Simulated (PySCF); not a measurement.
SMILES c1(occc1)Sc1cscc1 at its GFN2-xTB optimised geometry (Å):

```
17

C     -0.1950    -3.0447     2.2445
C     -0.3337    -1.8498     2.8783
O      0.2656    -0.8675     2.1793
C      0.7810    -1.4386     1.0733
S      1.6869    -0.4444    -0.0490
C      0.6932     1.0194     0.0000
C     -0.7254     1.0194     0.0000
C     -1.2303     2.2756     0.0094
S      0.0019     3.4766    -0.0020
C      1.2244     2.2712     0.0000
C      0.5346    -2.7817     1.0600
H     -0.5673    -3.9941     2.5700
H     -0.8226    -1.5679     3.7889
H     -1.3218     0.1251    -0.0064
H     -2.2588     2.5764     0.0141
H      2.2588     2.5478    -0.0104
H      0.8338    -3.4766     0.3039
```

Method: B3LYP/def2-SVP in PySCF.

Map of the HOMO amplitude (bohr^(-3/2)) on the plane z = 1.5 Å; orbital energy -5.60 eV, overall sign arbitrary:

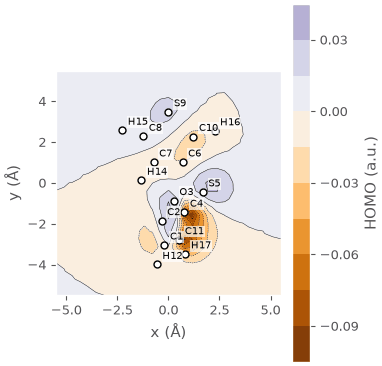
Figure. HOMO amplitude (bohr^(-3/2)) on the plane z = 1.5 Å.
